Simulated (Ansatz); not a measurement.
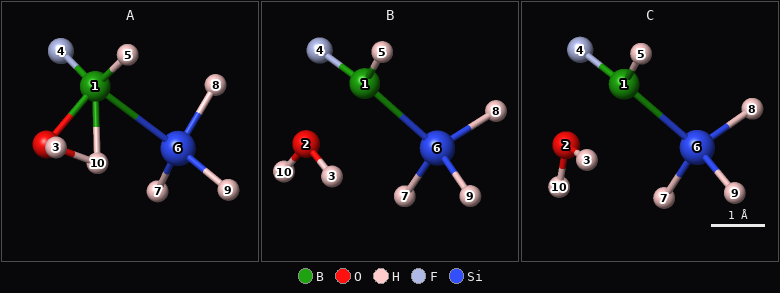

3 geometries from a converged minimum-energy path of BSiH$_{6}$OF, made up at the start of BH₂OF and SiH4, shuffled. A ball-and-stick model, seen from a free direction.

Method: Ansatz 0.2.0, RKS PBE0/6-31G*. Run with 7 movable images; climbing image; force threshold 0.05 eV/Å; iteration limit 51; starting path through a guess of the saddle point.

> Which of them lies highest in energy?

A. In order along the path, whose images run from 0 to 8: A (image 4, +238.3 kJ/mol), C (image 7, +145.6 kJ/mol), B (image 8, +144.6 kJ/mol). Breaking: B1–O2 (1.35 → 1.58 at the top → 1.78 Å), Si6–H10 (1.49 → 1.90 at the top → 3.11 Å). Forming: B1–Si6 (4.02 → 2.25 at the top → 2.05 Å), O2–H10 (3.08 → 1.20 at the top → 0.97 Å).

Limits of the set-up: the start holds two separate molecules, 3.0 Å apart at their closest, whose relative position is a soft coordinate and is computed without a dispersion correction.

Cost: 7.8 min on 1 thread of Arm Neoverse V2 (shared host), peak memory 0.17 GiB.
